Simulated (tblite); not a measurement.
Molecular dynamics of C4H6F2N (charge +1) (part 3 of 3)

Continued. System: C4H6F2N, charge +1, SMILES CC#[N+]CC(F)F. Method: GFN2-xTB Langevin dynamics, gas phase (tblite 0.8.0). 

Geometry of the input (Å):
```
C  2.2678  0.5202  -1.2464
C  1.1948  0.1865  -0.4210
N  0.3409  -0.0953  0.2988
C  -0.8393  -0.3906  0.9639
C  -2.0190  -0.2833  -0.0332
F  -1.8175  -1.1397  -1.0489
F  -2.0409  0.9534  -0.5593
H  3.2152  0.4115  -0.7105
H  2.1669  1.5567  -1.5835
H  2.2786  -0.1361  -2.1225
H  -0.9791  0.3240  1.7815
H  -0.7841  -1.4090  1.3621
H  -2.9887  -0.4979  0.4400
```

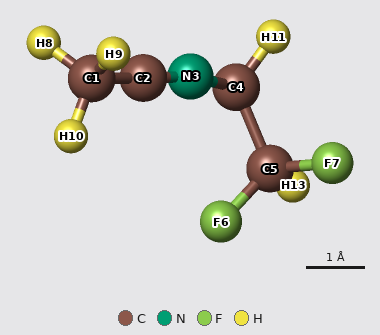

**Figure 1.** The geometry at step 35 of the log (ball-and-stick view, seen at a tilt; atoms are numbered from 1 in the order of the input).

## Trajectory as extended XYZ, continued
```
13
Properties=species:S:1:pos:R:3:forces:R:3 step=29 time_fs=725.0 energy=-640.03644 temperature=235.6
C     1.7416   -0.7340   -0.0336   -1.1483   0.1952  -0.3476
C     0.4346   -0.2283    0.3295    2.1585  -1.4255  -0.2552
N    -0.5828    0.1256    0.7334    0.4263  -0.0479   0.0149
C    -1.9237    0.3353    0.8055   -0.7370  -1.8282   0.2020
C    -2.6574   -0.3658   -0.3848    0.4191  -1.7001   0.6347
F    -1.7524   -1.1261   -1.0815   -0.3213   0.3994   0.0080
F    -3.1975    0.5056   -1.1782   -0.3552   0.7017  -0.8307
H     2.4997   -0.0425    0.3782   -0.1636  -0.5163  -0.1342
H     1.7691   -0.6857   -1.1510    0.1016   0.0941   0.6033
H     1.9385   -1.8310    0.2075   -0.4554   1.4567   0.1393
H    -2.1463    1.3498    0.7486   -0.3983   2.0050   0.1109
H    -2.3625   -0.1278    1.7044    0.4586   0.3626   0.1738
H    -3.4116   -1.0843    0.0103    0.0149   0.3033  -0.3190
13
Properties=species:S:1:pos:R:3:forces:R:3 step=30 time_fs=750.0 energy=-640.09978 temperature=228.5
C     1.7090   -0.6893   -0.0778   -1.0504  -0.0914  -0.0714
C     0.4634   -0.2413    0.4190    0.5231  -0.8119  -0.3050
N    -0.5786    0.0770    0.8045    1.0262  -0.6916  -0.5863
C    -1.9187    0.2363    0.7907   -1.9941   1.0443   0.1304
C    -2.6934   -0.3693   -0.4547    0.4496  -1.3315   0.4066
F    -1.7831   -1.1001   -1.1622   -0.3562  -0.2596   0.2604
F    -3.1076    0.5480   -1.2983   -0.2269   0.6942   0.0087
H     2.4918   -0.1055    0.3806    0.5324  -0.0529   0.0755
H     1.6485   -0.4777   -1.1542    0.2539   0.0742  -0.0176
H     1.8464   -1.7925    0.0124   -0.0816   0.7641   0.2889
H    -2.0909    1.3269    0.6884   -0.2446  -0.1514   0.4432
H    -2.3639   -0.1680    1.7183    0.1951   0.3061  -0.2202
H    -3.5802   -1.0122   -0.1280    0.9736   0.5075  -0.4132
13
Properties=species:S:1:pos:R:3:forces:R:3 step=31 time_fs=775.0 energy=-639.97500 temperature=206.1
C     1.7516   -0.6157   -0.0341   -2.0291   0.8653   0.9050
C     0.4203   -0.3282    0.3615   -0.8984   0.8880  -0.0899
N    -0.6464   -0.0364    0.7315    1.5286   0.0187  -0.3613
C    -1.9957    0.2653    0.8038    0.0194  -0.1123  -1.1852
C    -2.6368   -0.3749   -0.5125   -2.0961   0.3954   0.0910
F    -1.8271   -1.1768   -1.2246   -0.0943   0.5247   0.5288
F    -3.0101    0.6897   -1.3051    0.5943  -0.8791   0.3622
H     2.3881   -0.2074    0.7128    0.8770   0.2723   0.5798
H     2.0129   -0.2944   -1.0095    0.0538   0.6965  -0.9455
H     1.7488   -1.6535   -0.0541    0.5535  -2.2717   0.0842
H    -2.1792    1.3767    0.6577    0.3353  -1.0011   0.5490
H    -2.4059   -0.1305    1.7462   -0.0146   0.2021  -0.3934
H    -3.6234   -0.9261   -0.2975    1.1705   0.4012  -0.1246
13
Properties=species:S:1:pos:R:3:forces:R:3 step=32 time_fs=800.0 energy=-640.06159 temperature=337.6
C     1.7553   -0.6306    0.0822   -0.7163   0.5805   0.4256
C     0.4057   -0.4170    0.3805   -0.5082   0.5541  -0.3470
N    -0.6619   -0.0610    0.6494    0.3206   0.2088  -0.1701
C    -2.0179    0.2277    0.6920   -0.0724   0.0206   0.6400
C    -2.7197   -0.3643   -0.5563   -0.8582   2.2758   0.2769
F    -1.8911   -1.1530   -1.1651    0.5167  -1.2335  -1.0930
F    -2.9415    0.7419   -1.3161    0.0658  -0.1002  -0.8403
H     2.2716   -0.3794    1.0011    0.5899  -0.2433   0.1898
H     2.0857    0.0248   -0.7102    0.0202   0.5300  -0.2837
H     1.9321   -1.6112   -0.2914    0.1982  -1.0347   0.0856
H    -2.2296    1.3439    0.7380    0.4268  -1.1870   0.0925
H    -2.4249   -0.3149    1.5326   -0.1716   0.1897   0.7626
H    -3.7315   -0.7597   -0.4091    0.1883  -0.5610   0.2611
13
Properties=species:S:1:pos:R:3:forces:R:3 step=33 time_fs=825.0 energy=-639.99348 temperature=258.8
C     1.7662   -0.6484    0.2198    0.4523   0.3517  -2.1609
C     0.4342   -0.3595    0.4215    0.7562  -0.4154  -0.0104
N    -0.6452   -0.0662    0.6420   -1.7658  -0.0271   0.3469
C    -2.0217    0.1241    0.7727    0.3017  -0.6308  -0.3369
C    -2.7615   -0.2655   -0.5592    2.3232   0.7428  -1.4077
F    -1.9744   -1.1901   -1.2320   -0.8723   0.3518   0.9136
F    -2.9146    0.7137   -1.4908    0.5004   0.1284   0.8928
H     2.2880   -0.7567    1.1650    0.2354  -0.2484  -0.1454
H     2.1554    0.2390   -0.3835    0.0155  -0.8641   0.7532
H     1.8201   -1.5248   -0.5173    0.1756   0.7749   1.2026
H    -2.0776    1.1634    1.0382   -0.7449   0.6885   0.0357
H    -2.4314   -0.5220    1.5877    0.3986   0.3965  -0.4747
H    -3.7340   -0.5690   -0.3558   -1.7759  -1.2488   0.3912
13
Properties=species:S:1:pos:R:3:forces:R:3 step=34 time_fs=850.0 energy=-639.93602 temperature=273.6
C     1.8022   -0.6084    0.2906    0.4760  -0.1347  -2.4689
C     0.4696   -0.2538    0.4659    0.0163  -0.2638   0.0065
N    -0.6416   -0.0751    0.7125   -1.9806  -0.2389  -0.4256
C    -2.0905    0.0369    0.7110    1.5712  -1.2007   1.0534
C    -2.7951   -0.3157   -0.5972    1.6232   0.4126  -1.3114
F    -2.0233   -1.2498   -1.2484   -0.7625   0.2443   0.4196
F    -2.8578    0.7360   -1.4492    0.4012   0.0418   0.3121
H     2.2127   -0.9872    1.2132    0.2492  -0.1986   0.1825
H     2.4521    0.2508   -0.1142   -0.9146  -1.1003   0.5922
H     1.7851   -1.4537   -0.5628    0.1729   1.5060   1.6809
H    -2.2223    1.0355    1.0062   -0.6739   1.6430   0.1741
H    -2.5110   -0.5923    1.5368    0.5734   0.1426  -0.5459
H    -3.8197   -0.5932   -0.4820   -0.7518  -0.8532   0.3304
13
Properties=species:S:1:pos:R:3:forces:R:3 step=35 time_fs=875.0 energy=-640.09844 temperature=365.6
C     1.7411   -0.5595    0.3223    0.2510  -0.6537   0.9285
C     0.3897   -0.3066    0.5137    0.4819   0.2140  -0.7829
N    -0.7105   -0.0030    0.6214   -1.1844   0.0454   0.2093
C    -2.1173    0.0243    0.7459    1.5244  -1.1939   1.6248
C    -2.7320   -0.3656   -0.6164   -1.9521   0.2076   0.9361
F    -2.0659   -1.3503   -1.2486   -0.0448   0.6301   0.3342
F    -2.7679    0.7575   -1.3243    0.4410   0.2570  -0.9958
H     2.0629   -0.9436    1.3226    0.2583   0.1063  -0.6362
H     2.3254    0.3154    0.0612    0.0042   0.2814   0.0040
H     1.9162   -1.3239   -0.4461   -0.1545   0.0467   0.1532
H    -2.3578    0.9848    1.2252   -0.3899   0.0765  -0.8898
H    -2.3103   -0.7116    1.5783   -0.2503   0.1647  -0.8288
H    -3.8326   -0.6467   -0.4834    1.0151  -0.1821  -0.0568
13
Properties=species:S:1:pos:R:3:forces:R:3 step=36 time_fs=900.0 energy=-639.80295 temperature=190.6
C     1.7115   -0.4976    0.3305   -0.6309   0.2409   2.1876
C     0.3282   -0.3309    0.4283    0.1472   0.4095   0.2958
N    -0.7698   -0.0345    0.6149   -0.6837  -0.2718   0.1202
C    -2.1763   -0.1390    0.8263    1.5685   1.6609   1.5646
C    -2.8020   -0.3942   -0.5635   -2.6838   1.1941   1.8243
F    -2.1565   -1.3333   -1.1566    0.7485  -1.7344  -1.0403
F    -2.5997    0.7382   -1.2624   -0.2692   0.0569  -0.1578
H     2.1323   -0.8583    1.3123   -0.4205   0.0644  -0.8296
H     2.1886    0.4237    0.1174    0.4911   1.1723  -0.2461
H     1.9107   -1.1422   -0.4543    0.5719  -1.5690  -1.4689
H    -2.4858    0.8439    1.3349    0.0909  -0.8229  -1.2182
H    -2.1793   -0.8001    1.7045   -0.8618  -0.7310  -0.6595
H    -3.9683   -0.6174   -0.4668    1.9318   0.3301  -0.3721
13
Properties=species:S:1:pos:R:3:forces:R:3 step=37 time_fs=925.0 energy=-640.10029 temperature=297.0
C     1.6730   -0.4464    0.2468    0.3013   1.5103   0.0952
C     0.2929   -0.2734    0.3782   -0.1441  -0.3836   0.6989
N    -0.8140   -0.2380    0.7044    0.0014   0.4146   0.0012
C    -2.2244   -0.2260    0.8512    2.3913   0.7915   0.4055
C    -2.7879   -0.3031   -0.5589   -1.9894  -1.2194   1.4900
F    -2.2822   -1.4227   -1.1157   -0.0959   0.2237  -0.4169
F    -2.4841    0.7545   -1.2652    0.2168   0.4698  -0.5551
H     2.1467   -0.7999    1.1863   -0.3562  -0.0184  -0.5447
H     2.1161    0.5624    0.0088   -0.2152  -0.6846   0.2061
H     1.8791   -1.0650   -0.6107    0.1878  -0.5056  -0.2014
H    -2.5021    0.6331    1.4608   -0.1302   0.5364  -0.4155
H    -2.3606   -1.0452    1.5150   -0.8175  -1.2681   0.1569
H    -3.9051   -0.4213   -0.3760    0.6499   0.1336  -0.9202
13
Properties=species:S:1:pos:R:3:forces:R:3 step=38 time_fs=950.0 energy=-640.10516 temperature=266.7
C     1.6306   -0.3635    0.0726    0.8191   0.2665  -0.9858
C     0.3060   -0.3280    0.4696   -1.5693  -0.0556   0.0972
N    -0.8011   -0.4112    0.8219    0.4576   0.3844  -0.7247
C    -2.2159   -0.3108    0.8599    1.7356   0.2793  -0.2263
C    -2.8245   -0.2886   -0.5929    0.2674  -2.0972   1.7028
F    -2.4248   -1.4696   -1.2003   -0.4552   1.2123   0.1872
F    -2.4094    0.7403   -1.2791    0.3455   0.3895  -0.4172
H     2.1755   -0.9249    0.8380    0.2572  -0.0196  -0.1843
H     2.1053    0.6608   -0.0437   -0.6242  -0.9904   0.1944
H     1.7047   -0.8897   -0.9416   -0.0659   0.5255   1.1959
H    -2.4307    0.6129    1.3554   -0.2678   1.0454   0.1534
H    -2.5270   -1.0498    1.5795   -0.5526  -0.8539  -0.3255
H    -3.9003   -0.2757   -0.3979   -0.3474  -0.0860  -0.6670
13
Properties=species:S:1:pos:R:3:forces:R:3 step=39 time_fs=975.0 energy=-640.09866 temperature=301.9
C     1.5759   -0.2813   -0.0109    0.5554   0.1113  -0.9122
C     0.3128   -0.4598    0.5287   -0.9620   0.7897  -0.4570
N    -0.8059   -0.4044    0.8188   -0.3134  -0.3732  -0.1405
C    -2.2024   -0.3667    0.8590    0.0057  -0.5053   1.0412
C    -2.8514   -0.3061   -0.5666    2.8160  -0.8492   0.1632
F    -2.5745   -1.4472   -1.2671   -0.3481   0.6504   0.5834
F    -2.2845    0.6916   -1.2725   -0.3629  -0.0945   0.2319
H     2.2620   -0.9647    0.4766    0.3594  -0.2841  -0.1639
H     1.9929    0.7406    0.1234   -0.4525  -0.4139   0.0441
H     1.5112   -0.4716   -1.1385    0.1229   0.0430   1.3014
H    -2.4774    0.5276    1.4358    0.0310   0.2003  -0.3030
H    -2.6457   -1.2014    1.4951    0.6800   0.4493  -0.9823
H    -3.8628   -0.1801   -0.3601   -2.1314   0.2761  -0.4063
13
Properties=species:S:1:pos:R:3:forces:R:3 step=40 time_fs=1000.0 energy=-640.11723 temperature=311.6
C     1.5696   -0.3290    0.0633    0.3707  -0.1222  -0.9746
C     0.2389   -0.4074    0.4185    0.0892  -0.5639   0.5343
N    -0.8448   -0.4557    0.8031   -1.0040   0.0553   0.1910
C    -2.2330   -0.3681    0.8677   -0.7904  -0.3138   1.1950
C    -2.8601   -0.3149   -0.5374    1.9859   0.6777  -0.1195
F    -2.6485   -1.4243   -1.2572   -0.2137   0.1185   0.3942
F    -2.1293    0.6670   -1.1792   -0.9382  -0.2697  -0.0803
H     2.2971   -1.1448    0.2081   -0.7700  -0.0990   0.1562
H     1.9958    0.5373    0.5179    0.4009   0.8261   0.4841
H     1.5073   -0.1225   -1.0142    0.2704  -0.0489  -0.2210
H    -2.5957    0.4984    1.5037    0.7673  -0.4280  -0.8342
H    -2.7141   -1.2256    1.3807    0.6974  -0.1223  -0.0961
H    -3.8956   -0.0868   -0.3928   -0.8654   0.2901  -0.6292
```

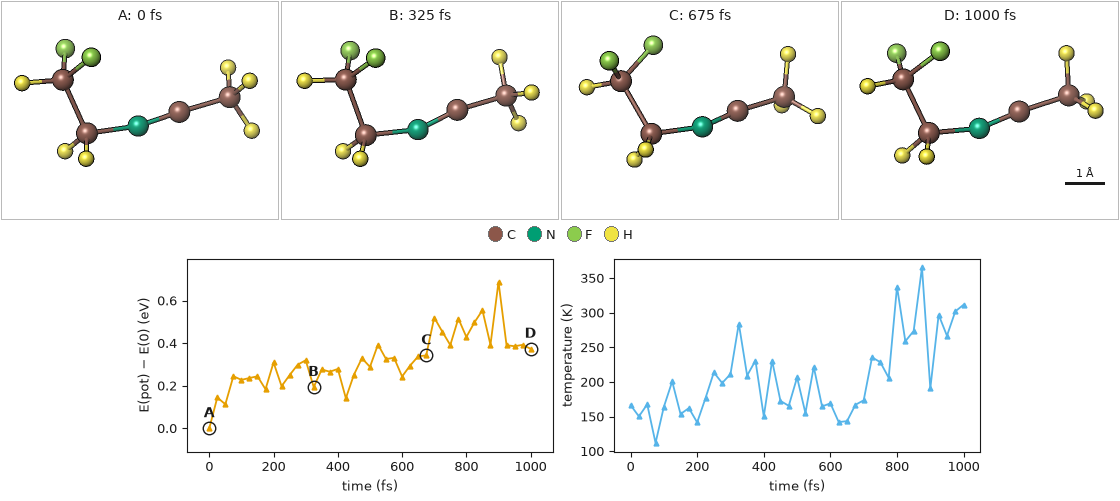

**Figure 2.** Frames of the molecular dynamics (ball-and-stick, seen at a tilt) above the curves, on which the letters mark them. The trajectory kept here has 41 frames over 1000 fs. The temperature starts at 167 K, ranges from 112 to 366 K and averages 229 K over the second half. The potential energy ends 0.374 eV above its first value. After an unweighted best fit of the last frame on the first, the root-mean-square displacement is 0.48 Å, and H10 has moved furthest (0.97 Å).

## Results in brief

- outcome: finished
- mean temperature over the second half: 229 K
- trajectory: 41 frames kept, 1000 fs
- wall time: 13 s
- peak memory: 0.18 GiB
